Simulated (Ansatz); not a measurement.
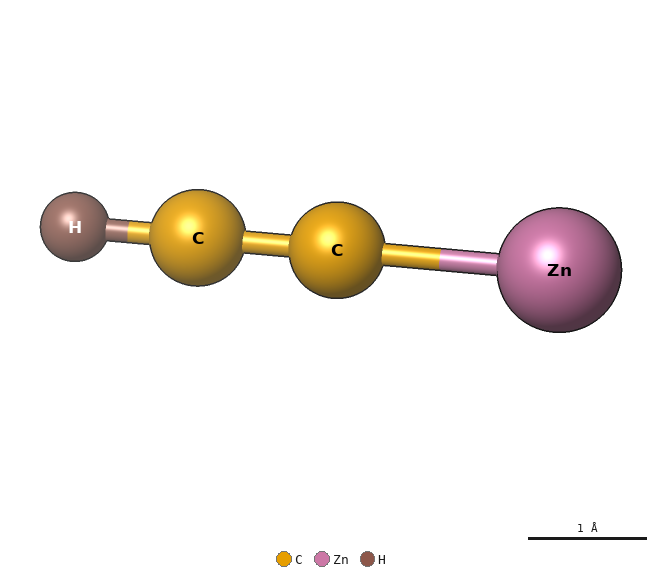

Depth is shown by fading: the farther an atom, the more it takes the colour of the background. Charge 0, doublet. The geometry was computed by an optimisation with PBE0-D4/def2-TZVP. No frequency run is at hand to confirm it as a minimum. Masses are those of the most abundant isotopes; constants are for the rigid equilibrium geometry.

Classify the rotor and give the rotational constants (GHz).

A linear rotor (C∞v) with B = 3.79 GHz.
